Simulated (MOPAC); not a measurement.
# Geometry relaxation of CH₄AlN (part 1 of 2)

System: CH₄AlN.
Method: AM1, closed shell, COSMO solvent acetonitrile (MOPAC 23.2.5).

The geometry: force field.

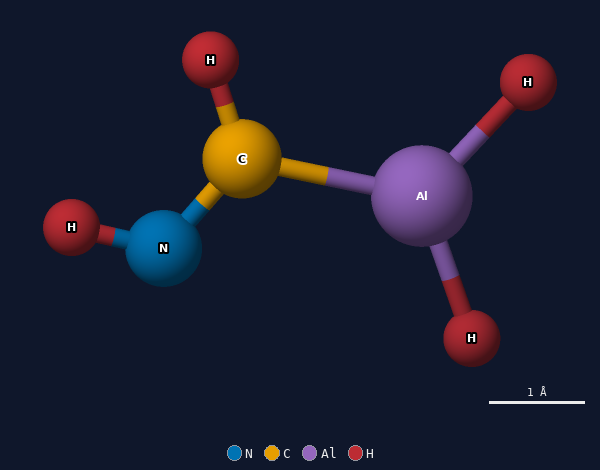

**Figure 1.** The input geometry (ball-and-stick view, seen at a tilt). Sticks mark near contacts.

**The input (job.mop)**
```
AM1 EPS=35.7 EF CYCLES=200 GNORM=0.05 CHARGE=0 AUX(PRECISION=6) T=10M THREADS=1
CH4AlN optimise

N  -1.41990 1 -0.70040 1 -0.00890 1
C  -0.40080 1 -0.18780 1 -0.54440 1
Al  1.01830 1  0.47240 1  0.59980 1
H  -2.15940 1 -0.99110 1 -0.62080 1
H  -0.28050 1 -0.15260 1 -1.64010 1
H   0.88980 1  0.43180 1  2.20020 1
H   2.41370 1  1.05980 1 -0.03150 1
```

**File mol.xyz**
```
7
CH4AlN optimise
N     -1.419900    -0.700400    -0.008900
C     -0.400800    -0.187800    -0.544400
Al     1.018300     0.472400     0.599800
H     -2.159400    -0.991100    -0.620800
H     -0.280500    -0.152600    -1.640100
H      0.889800     0.431800     2.200200
H      2.413700     1.059800    -0.031500
```

Run as:
```bash
obabel mol.xyz -omop -xk "AM1 EPS=35.7 EF CYCLES=200 GNORM=0.05 CHARGE=0 AUX(PRECISION=6) T=10M THREADS=1" -O job.mop
mopac job.mop
```

**Log**
```
MOPAC v23.2.5
AM1 CALCULATION RESULTS

 *  AM1        - The AM1 Hamiltonian to be used
 *
 *
 *
 *                 CHARGE ON SYSTEM = 0
 *
 *
 *
 *  EPS=35.7   - USE COSMO IMPLICIT SOLVATION MODEL
 *  EF         - USE EF ROUTINE FOR MINIMUM SEARCH
 *  THREADS=1  - MULTI-THREADING NOT USED
 *  CYCLES=    - DO A MAXIMUM OF 200 STEPS
 *  GNORM      - EXIT WHEN GRADIENT NORM DROPS BELOW 0.050
 *  AUX        - OUTPUT AUXILIARY INFORMATION
AM1 EPS=35.7 EF CYCLES=200 GNORM=0.05 CHARGE=0 AUX(PRECISION=6) T=10M THREADS=1
 CH4AlN optimise

   ATOM   CHEMICAL          X               Y               Z
  NUMBER   SYMBOL      (ANGSTROMS)     (ANGSTROMS)     (ANGSTROMS)

     1       N         -1.41990000  *  -0.70040000  *  -0.00890000  *
     2       C         -0.40080000  *  -0.18780000  *  -0.54440000  *
     3      Al          1.01830000  *   0.47240000  *   0.59980000  *
     4       H         -2.15940000  *  -0.99110000  *  -0.62080000  *
     5       H         -0.28050000  *  -0.15260000  *  -1.64010000  *
     6       H          0.88980000  *   0.43180000  *   2.20020000  *
     7       H          2.41370000  *   1.05980000  *  -0.03150000  *

          CARTESIAN COORDINATES

    NO.       ATOM           X           Y           Z

     1         N         -1.4199     -0.7004     -0.0089
     2         C         -0.4008     -0.1878     -0.5444
     3        Al          1.0183      0.4724      0.5998
     4         H         -2.1594     -0.9911     -0.6208
     5         H         -0.2805     -0.1526     -1.6401
     6         H          0.8898      0.4318      2.2002
     7         H          2.4137      1.0598     -0.0315

           Empirical Formula: C H4 N Al  =     7 atoms

      MOLECULAR POINT GROUP   :   Cs

      RHF CALCULATION, NO. OF DOUBLY OCCUPIED LEVELS = 8

          Geometry optimization using EF

          DIAGONAL MATRIX USED AS START HESSIAN
```

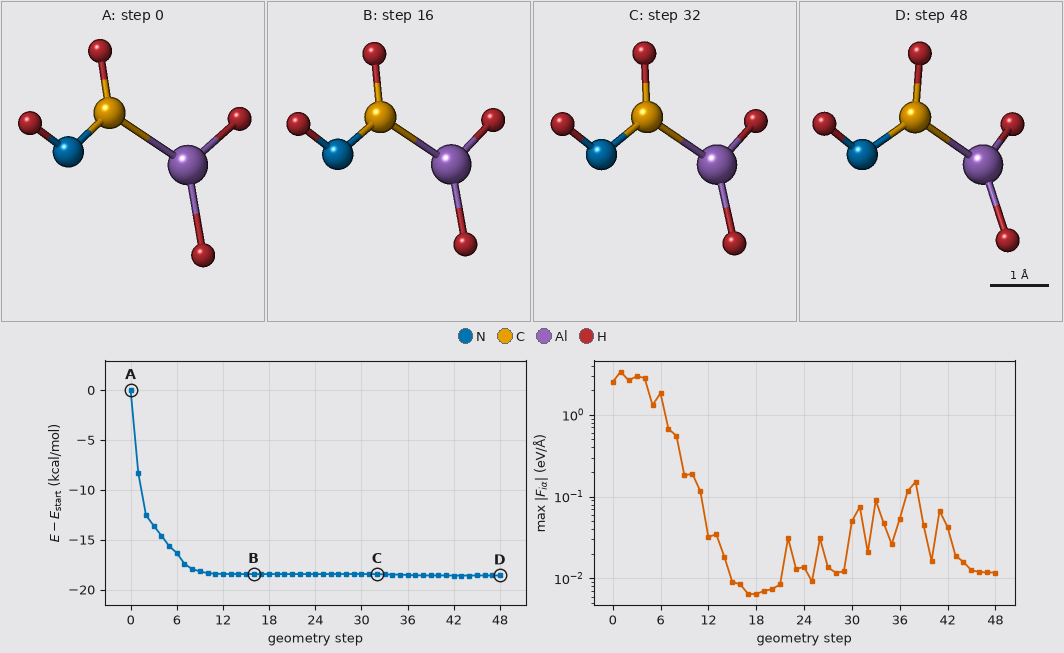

**Figure 2.** Frames of the relaxation (ball-and-stick view, seen at a tilt) above the curves, on which the letters mark them (steps are counted from 0).

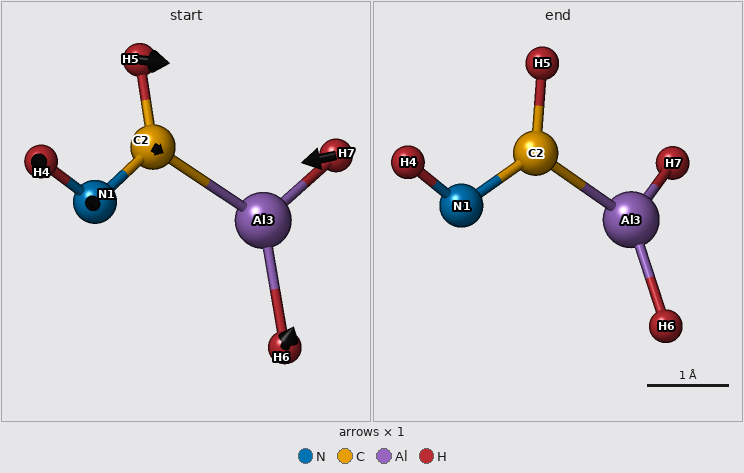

**Figure 3.** Before (left) and after (right) the relaxation, at one scale (ball-and-stick view, seen at a tilt). The black arrows give the displacements, at true length. H7 moves most after the best rigid fit: 0.45 Å. By element the largest moves are H 0.45 Å, N 0.20 Å, C 0.15 Å, Al 0.05 Å. Among the contacts that change: Al3–H7 1.640 → 1.428 Å, Al3–H6 1.606 → 1.428 Å, C2–Al3 1.939 → 1.763 Å, N1–C2 1.260 → 1.277 Å. Among the angles that change: H6–Al3–H7 117.4° → 122.2°, C2–Al3–H7 121.2° → 117.8°, Al3–C2–H5 119.7° → 116.9°. The energy falls by 18.6 kcal/mol in 48 geometry steps. Largest force component: 2.5 eV/Å at the start, 0.012 eV/Å at the end. (Atoms are counted from 1 in the order of the input.)

```
 CYCLE:     1 TIME:   0.008 TIME LEFT: 10.00M  GRAD.:   105.119 HEAT:  35.51181
 CYCLE:     2 TIME:   0.004 TIME LEFT: 10.00M  GRAD.:   127.187 HEAT:  27.17878
 CYCLE:     3 TIME:   0.004 TIME LEFT: 10.00M  GRAD.:   119.523 HEAT:  22.96828
 CYCLE:     4 TIME:   0.004 TIME LEFT: 10.00M  GRAD.:    98.739 HEAT:  21.92502
 CYCLE:     5 TIME:   0.004 TIME LEFT: 10.00M  GRAD.:   103.645 HEAT:  20.93386
 CYCLE:     6 TIME:   0.004 TIME LEFT: 10.00M  GRAD.:    63.764 HEAT:  19.89065
 CYCLE:     7 TIME:   0.004 TIME LEFT: 10.00M  GRAD.:    72.601 HEAT:  19.19467
 CYCLE:     8 TIME:   0.000 TIME LEFT: 10.00M  GRAD.:    31.837 HEAT:  18.10966
 CYCLE:     9 TIME:   0.004 TIME LEFT: 10.00M  GRAD.:    19.747 HEAT:  17.56926
 CYCLE:    10 TIME:   0.004 TIME LEFT: 10.00M  GRAD.:    10.433 HEAT:  17.35474
 CYCLE:    11 TIME:   0.000 TIME LEFT: 10.00M  GRAD.:     8.844 HEAT:  17.16429
 CYCLE:    12 TIME:   0.004 TIME LEFT: 10.00M  GRAD.:     3.597 HEAT:  17.12032
 CYCLE:    13 TIME:   0.004 TIME LEFT: 10.00M  GRAD.:     1.495 HEAT:  17.08907
 CYCLE:    14 TIME:   0.004 TIME LEFT: 10.00M  GRAD.:     1.317 HEAT:  17.08353
 CYCLE:    15 TIME:   0.000 TIME LEFT: 10.00M  GRAD.:     0.849 HEAT:  17.07931
 CYCLE:    16 TIME:   0.004 TIME LEFT: 10.00M  GRAD.:     0.455 HEAT:  17.07684
 CYCLE:    17 TIME:   0.004 TIME LEFT: 10.00M  GRAD.:     0.306 HEAT:  17.07594
 CYCLE:    18 TIME:   0.004 TIME LEFT: 10.00M  GRAD.:     0.310 HEAT:  17.07596
 CYCLE:    19 TIME:   0.004 TIME LEFT: 10.00M  GRAD.:     0.349 HEAT:  17.07619
 CYCLE:    20 TIME:   0.000 TIME LEFT: 10.00M  GRAD.:     0.358 HEAT:  17.07686
 CYCLE:    21 TIME:   0.004 TIME LEFT: 10.00M  GRAD.:     0.352 HEAT:  17.07756
 CYCLE:    22 TIME:   0.004 TIME LEFT: 10.00M  GRAD.:     0.325 HEAT:  17.07742
 CYCLE:    23 TIME:   0.004 TIME LEFT: 10.00M  GRAD.:     1.682 HEAT:  17.07810
 CYCLE:    24 TIME:   0.004 TIME LEFT: 10.00M  GRAD.:     0.536 HEAT:  17.07676
 CYCLE:    25 TIME:   0.004 TIME LEFT: 10.00M  GRAD.:     0.644 HEAT:  17.07615
 CYCLE:    26 TIME:   0.000 TIME LEFT: 10.00M  GRAD.:     0.424 HEAT:  17.07541
 CYCLE:    27 TIME:   0.004 TIME LEFT: 10.00M  GRAD.:     1.614 HEAT:  17.08300
 CYCLE:    28 TIME:   0.004 TIME LEFT: 10.00M  GRAD.:     0.577 HEAT:  17.07738
 CYCLE:    29 TIME:   0.000 TIME LEFT: 10.00M  GRAD.:     0.440 HEAT:  17.08476
 CYCLE:    30 TIME:   0.004 TIME LEFT: 10.00M  GRAD.:     0.591 HEAT:  17.08277
 CYCLE:    31 TIME:   0.004 TIME LEFT: 10.00M  GRAD.:     2.174 HEAT:  17.07998
 CYCLE:    32 TIME:   0.012 TIME LEFT: 10.00M  GRAD.:     3.123 HEAT:  17.07725
 CYCLE:    33 TIME:   0.004 TIME LEFT: 10.00M  GRAD.:     1.085 HEAT:  17.07141
 CYCLE:    34 TIME:   0.000 TIME LEFT: 10.00M  GRAD.:     4.296 HEAT:  17.04461
 CYCLE:    35 TIME:   0.008 TIME LEFT: 10.00M  GRAD.:     2.352 HEAT:  17.03158
 CYCLE:    36 TIME:   0.004 TIME LEFT: 10.00M  GRAD.:     1.229 HEAT:  17.02180
 CYCLE:    37 TIME:   0.004 TIME LEFT: 10.00M  GRAD.:     2.826 HEAT:  16.98535
 CYCLE:    38 TIME:   0.004 TIME LEFT: 10.00M  GRAD.:     5.703 HEAT:  16.95344
 CYCLE:    39 TIME:   0.012 TIME LEFT: 10.00M  GRAD.:     5.446 HEAT:  16.94161
 CYCLE:    40 TIME:   0.004 TIME LEFT: 10.00M  GRAD.:     1.989 HEAT:  16.93672
 CYCLE:    41 TIME:   0.000 TIME LEFT: 10.00M  GRAD.:     0.942 HEAT:  16.94098
 CYCLE:    42 TIME:   0.008 TIME LEFT: 10.00M  GRAD.:     2.758 HEAT:  16.93732
 CYCLE:    43 TIME:   0.008 TIME LEFT: 10.00M  GRAD.:     1.773 HEAT:  16.93029
 CYCLE:    44 TIME:   0.012 TIME LEFT: 10.00M  GRAD.:     1.067 HEAT:  16.92912
 CYCLE:    45 TIME:   0.016 TIME LEFT: 10.00M  GRAD.:     1.002 HEAT:  16.92815
 CYCLE:    46 TIME:   0.012 TIME LEFT: 10.00M  GRAD.:     0.757 HEAT:  16.93631
 CYCLE:    47 TIME:   0.016 TIME LEFT: 10.00M  GRAD.:     0.725 HEAT:  16.93560
 CYCLE:    48 TIME:   0.016 TIME LEFT: 10.00M  GRAD.:     0.668 HEAT:  16.93461
 CYCLE:    49 TIME:   0.020 TIME LEFT: 10.00M  GRAD.:     0.657 HEAT:  16.93444

     TRUST RADIUS NOW LESS THAN  0.00010 OPTIMIZATION TERMINATING
      THE GEOMETRY MAY NOT BE COMPLETELY OPTIMIZED
      (TO CONTINUE, ADD 'LET DDMIN=0.0' TO THE KEYWORD LINE)

 -------------------------------------------------------------------------------
 AM1 EPS=35.7 EF CYCLES=200 GNORM=0.05 CHARGE=0 AUX(PRECISION=6) T=10M THREADS=1
 CH4AlN optimise

     GEOMETRY OPTIMISED USING EIGENVECTOR FOLLOWING (EF).
     SCF FIELD WAS ACHIEVED

                              AM1 CALCULATION

          FINAL HEAT OF FORMATION =         16.92815 KCAL/MOL =      70.82739 KJ/MOL
          VAN DER WAALS AREA      =        102.57 SQUARE ANGSTROMS

          DIELECTRIC ENERGY       =         -0.23779 EV
          COSMO AREA              =        102.57 SQUARE ANGSTROMS
          COSMO VOLUME            =         88.60 CUBIC ANGSTROMS

          GRADIENT NORM           =          1.00152          =       0.37854 PER ATOM
          IONIZATION POTENTIAL    =          9.947174 EV
          HOMO LUMO ENERGIES (EV) =         -9.947 -0.853
          NO. OF FILLED LEVELS    =          8
          MOLECULAR WEIGHT        =         57.0308         POINT GROUP:  C1

          MOLECULAR DIMENSIONS (Angstroms)

            Atom       Atom       Distance
            H     7    H     4     4.63434
            H     6    H     5     3.30345
            H     6    H     7     0.62254

          SCF CALCULATIONS        =        116

          WALL-CLOCK TIME         =      0.281 SECONDS
          COMPUTATION TIME        =      0.224 SECONDS

   ATOM   CHEMICAL          X               Y               Z
  NUMBER   SYMBOL      (ANGSTROMS)     (ANGSTROMS)     (ANGSTROMS)

     1       N         -1.32706604  *  -0.77509273  *   0.00672126  *
     2       C         -0.36631776  *  -0.07675931  *  -0.46234800  *
     3      Al          0.97087975  *   0.43431066  *   0.56726175  *
     4       H         -2.03527271  *  -1.06287486  *  -0.64185359  *
     5       H         -0.31777498  *   0.21755735  *  -1.53899268  *
     6       H          0.73629138  *   0.72048776  *   1.94677558  *
     7       H          2.26060053  *   0.56492561  *  -0.03126098  *

                             CARTESIAN COORDINATES

   1    N       -1.327066035    -0.775092732     0.006721259
   2    C       -0.366317760    -0.076759305    -0.462347999
   3   Al        0.970879749     0.434310662     0.567261751
   4    H       -2.035272707    -1.062874862    -0.641853591
   5    H       -0.317774983     0.217557347    -1.538992683
   6    H        0.736291379     0.720487756     1.946775577
   7    H        2.260600526     0.564925605    -0.031260985

           Empirical Formula: C H4 N Al  =     7 atoms

      MOLECULAR POINT GROUP   :   C1

                  EIGENVALUES
 -35.87027 -22.94988 -17.20574 -15.22354 -12.70055 -12.50198 -11.22382  -9.94717
  -0.85301   1.50784   1.55354   2.65614   2.97684   4.32176   4.90808   6.75928

              NET ATOMIC CHARGES AND DIPOLE CONTRIBUTIONS

  ATOM NO.   TYPE          CHARGE      No. of ELECS.   s-Pop       p-Pop
    1          N          -0.256013        5.2560     1.70869     3.54732
    2          C          -0.232412        4.2324     1.30046     2.93195
    3         Al           0.527338        2.4727     1.00454     1.46813
    4          H           0.137415        0.8626     0.86258
    5          H           0.079024        0.9210     0.92098
    6          H          -0.125608        1.1256     1.12561
    7          H          -0.129745        1.1297     1.12974
 DIPOLE           X         Y         Z       TOTAL
 POINT-CHG.     1.183     0.733    -0.218     1.409
 HYBRID        -0.823    -0.097    -1.691     1.884
 SUM            0.360     0.636    -1.910     2.045

          ATOMIC ORBITAL ELECTRON POPULATIONS

     Atom    s        px        py        pz
    1  N   1.70869   1.03957   1.09712   1.41062
    2  C   1.30046   0.99398   0.90565   1.03232
    3 Al   1.00454   0.66956   0.10893   0.68964
    4  H   0.86258
    5  H   0.92098
    6  H   1.12561
    7  H   1.12974

 *                    *
 * JOB ENDED NORMALLY *
 *                    *

 TOTAL JOB TIME:             0.29 SECONDS

 == MOPAC DONE ==
```

**Trajectory as extended XYZ (Å, eV, eV/Å), 49 frames, from step=0 to step=48**
```
7
Properties=species:S:1:pos:R:3:forces:R:3 step=0 energy=1.53994
N    -1.4199   -0.7004   -0.0089   -0.9954  -0.1315   0.7614
C    -0.4008   -0.1878   -0.5444    2.5079   0.8736   0.9595
Al    1.0183    0.4724    0.5998    0.2432  -0.0165  -0.1955
H    -2.1594   -0.9911   -0.6208    0.0519  -0.1853  -0.0050
H    -0.2805   -0.1526   -1.6401    0.3012   0.3298  -0.1975
H     0.8898    0.4318    2.2002    0.0637   0.0235  -2.1526
H     2.4137    1.0598   -0.0315   -2.1725  -0.8935   0.8296
7
Properties=species:S:1:pos:R:3:forces:R:3 step=1 energy=1.17858
N    -1.4444   -0.7142    0.0021    3.3729   1.9950  -0.7594
C    -0.3510   -0.1600   -0.4984   -2.2121  -1.4689   0.5526
Al    1.0108    0.4698    0.5857   -0.0333  -0.1587  -1.0641
H    -2.1584   -1.0009   -0.6367    0.2898  -0.0331  -0.1894
H    -0.2734   -0.1414   -1.6608    0.2475   0.3071   1.5670
H     0.8866    0.4319    2.0429   -0.0928  -0.0199  -0.4819
H     2.3670    1.0273    0.0357   -1.5720  -0.6214   0.3753
7
Properties=species:S:1:pos:R:3:forces:R:3 step=2 energy=0.99600
N    -1.4108   -0.6900   -0.0161   -2.6319  -1.1494   1.4327
C    -0.3584   -0.1764   -0.4477    2.3494   1.1218  -2.3373
Al    0.9998    0.4672    0.5616   -0.0196  -0.1999  -0.7215
H    -2.1538   -1.0100   -0.6483    0.9618   0.3457   0.3391
H    -0.2685   -0.1225   -1.6035    0.4679   0.2646   1.0708
H     0.8839    0.4249    1.9696   -0.1542  -0.0195   0.2482
H     2.3173    1.0044    0.0808   -0.9733  -0.3633  -0.0320
7
Properties=species:S:1:pos:R:3:forces:R:3 step=3 energy=0.95076
N    -1.4128   -0.6897    0.0099    0.3751   0.2526  -0.3907
C    -0.3432   -0.1722   -0.4945   -0.6771  -0.3191   2.9540
Al    0.9933    0.4644    0.5564   -0.3020  -0.3312  -0.5538
H    -2.1386   -1.0060   -0.6454    0.8172   0.3077   0.4905
H    -0.2583   -0.1105   -1.5357    0.5676   0.3272  -2.5033
H     0.8784    0.4232    1.9689   -0.2024  -0.0406   0.1849
H     2.2859    0.9890    0.1018   -0.5784  -0.1965  -0.1817
7
Properties=species:S:1:pos:R:3:forces:R:3 step=4 energy=0.90778
N    -1.4238   -0.6968    0.0034    2.8290   1.3730   0.7215
C    -0.3244   -0.1645   -0.4554   -2.2864  -1.0094  -0.5307
Al    0.9862    0.4608    0.5309    0.0302  -0.1558   1.0905
H    -2.1117   -0.9910   -0.6227   -0.4697  -0.2520  -0.8774
H    -0.2399   -0.0948   -1.5871    0.2888   0.1264   0.5533
H     0.8695    0.4240    2.0078   -0.1244  -0.0097  -0.6175
H     2.2625    0.9759    0.1131   -0.2675  -0.0725  -0.3398
7
Properties=species:S:1:pos:R:3:forces:R:3 step=5 energy=0.86254
N    -1.3975   -0.6814    0.0361   -0.7127  -0.3293  -1.2461
C    -0.3431   -0.1777   -0.4814    0.5883   0.4850  -0.7311
Al    0.9805    0.4576    0.5535   -0.2502  -0.3001  -0.2931
H    -2.1075   -0.9931   -0.6660    0.8942   0.3688   1.1176
H    -0.2290   -0.0825   -1.6321   -0.0137  -0.0984   1.3129
H     0.8645    0.4223    1.9749   -0.1805  -0.0324   0.0663
H     2.2486    0.9720    0.0857   -0.3254  -0.0935  -0.2263
7
Properties=species:S:1:pos:R:3:forces:R:3 step=6 energy=0.83236
N    -1.3889   -0.6779    0.0074   -0.8761  -0.4540   1.4764
C    -0.3456   -0.1767   -0.4848    1.8396   1.0047  -0.1743
Al    0.9766    0.4544    0.5655   -0.1709  -0.2543  -0.9306
H    -2.0968   -0.9887   -0.6017   -0.4845  -0.2432  -0.5256
H    -0.2259   -0.0838   -1.5809    0.2519   0.0979  -0.3388
H     0.8613    0.4252    1.9454   -0.2040  -0.0381   0.6418
H     2.2348    0.9663    0.0558   -0.3560  -0.1130  -0.1488
7
Properties=species:S:1:pos:R:3:forces:R:3 step=7 energy=0.78531
N    -1.3886   -0.6785    0.0199    0.2145   0.1161   0.1040
C    -0.3245   -0.1612   -0.4752   -0.6696  -0.2688   0.2574
Al    0.9650    0.4463    0.5429    0.3806   0.0716   0.6715
H    -2.0944   -0.9932   -0.6247    0.1889   0.0576   0.0362
H    -0.2170   -0.0817   -1.5665    0.2306   0.1180  -0.6023
H     0.8522    0.4262    1.9895   -0.1327  -0.0321  -0.2573
H     2.2188    0.9583    0.0574   -0.2123  -0.0624  -0.2095
7
Properties=species:S:1:pos:R:3:forces:R:3 step=8 energy=0.76187
N    -1.3883   -0.6783    0.0274    0.5541   0.2742  -0.2669
C    -0.3296   -0.1645   -0.4880   -0.2741  -0.0491   0.1909
Al    0.9679    0.4474    0.5582    0.0221  -0.0997  -0.0507
H    -2.0867   -0.9898   -0.6217   -0.0107  -0.0326   0.0350
H    -0.2095   -0.0756   -1.6007    0.0546   0.0008   0.2486
H     0.8469    0.4255    1.9851   -0.1273  -0.0275  -0.0333
H     2.2097    0.9541    0.0304   -0.2188  -0.0660  -0.1236
7
Properties=species:S:1:pos:R:3:forces:R:3 step=9 energy=0.75257
N    -1.3809   -0.6746    0.0253   -0.1278  -0.0667   0.0140
C    -0.3285   -0.1619   -0.4834    0.1814   0.1572  -0.1243
Al    0.9643    0.4443    0.5603    0.1173  -0.0361  -0.0859
H    -2.0823   -0.9920   -0.6201    0.0336  -0.0014   0.0544
H    -0.2024   -0.0720   -1.5934    0.0612   0.0126   0.1507
H     0.8397    0.4256    1.9775   -0.1134  -0.0233   0.0932
H     2.1932    0.9462    0.0098   -0.1523  -0.0425  -0.1020
7
Properties=species:S:1:pos:R:3:forces:R:3 step=10 energy=0.74431
N    -1.3753   -0.6722    0.0245   -0.1745  -0.0893   0.1318
C    -0.3255   -0.1566   -0.4836    0.1905   0.1214  -0.0091
Al    0.9617    0.4407    0.5646    0.1269   0.0090  -0.0144
H    -2.0746   -0.9940   -0.6154   -0.0641  -0.0404  -0.0433
H    -0.1906   -0.0670   -1.5864    0.0457   0.0237  -0.0483
H     0.8269    0.4259    1.9846   -0.0652  -0.0129   0.0301
H     2.1687    0.9343   -0.0272   -0.0595  -0.0114  -0.0467
7
Properties=species:S:1:pos:R:3:forces:R:3 step=11 energy=0.74241
N    -1.3746   -0.6720    0.0246   -0.0669  -0.0336   0.0109
C    -0.3228   -0.1525   -0.4810   -0.0240  -0.0076  -0.0093
Al    0.9619    0.4391    0.5676    0.1162   0.0327  -0.0076
H    -2.0716   -0.9971   -0.6184   -0.0127  -0.0118  -0.0096
H    -0.1830   -0.0637   -1.5847    0.0211   0.0189  -0.0048
H     0.8179    0.4260    1.9863   -0.0315  -0.0045   0.0300
H     2.1537    0.9268   -0.0524   -0.0022   0.0059  -0.0096
7
Properties=species:S:1:pos:R:3:forces:R:3 step=12 energy=0.74105
N    -1.3762   -0.6727    0.0237   -0.0321  -0.0178  -0.0002
C    -0.3237   -0.1524   -0.4800    0.0026  -0.0053   0.0179
Al    0.9645    0.4399    0.5683    0.0155   0.0033   0.0113
H    -2.0719   -0.9985   -0.6206   -0.0102  -0.0072  -0.0067
H    -0.1812   -0.0626   -1.5837    0.0127   0.0144   0.0083
H     0.8150    0.4259    1.9904   -0.0121   0.0003  -0.0240
H     2.1510    0.9255   -0.0591    0.0236   0.0123  -0.0065
7
Properties=species:S:1:pos:R:3:forces:R:3 step=13 energy=0.74081
N    -1.3780   -0.6734    0.0227    0.0128   0.0001  -0.0043
C    -0.3239   -0.1526   -0.4782   -0.0346  -0.0202   0.0161
Al    0.9660    0.4405    0.5685   -0.0060  -0.0061  -0.0099
H    -2.0727   -0.9991   -0.6230    0.0024   0.0010  -0.0050
H    -0.1808   -0.0620   -1.5820    0.0148   0.0130   0.0115
H     0.8142    0.4261    1.9891   -0.0069   0.0029  -0.0070
H     2.1520    0.9260   -0.0610    0.0174   0.0092  -0.0015
```
